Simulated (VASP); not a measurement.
Band structure of Pb2SeS (space group P4/mmm). Computed with PBEsol GGA, VASP's PBE PAW potentials (set 64) (plane waves; VASP 6.6.1).

Unless said otherwise, spin-orbit coupling is left out, though it shifts the bands of the heavy elements here.

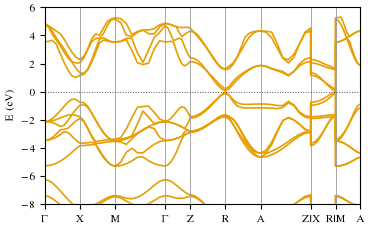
Figure. Bands along high-symmetry lines, zero at the valence-band maximum or, without a gap, the Fermi level

### Question
Read the plot: is there a gap, and where are the band edges?

### Answer
The gap is direct, 0.06 eV, from the valence maximum at R to the conduction minimum at R. (Edges off the drawn lines would not show.)

The structure comes from a computed database's Pb2SeS entry (P4/mmm); how it stands against other phases isn't given here. It was relaxed first.
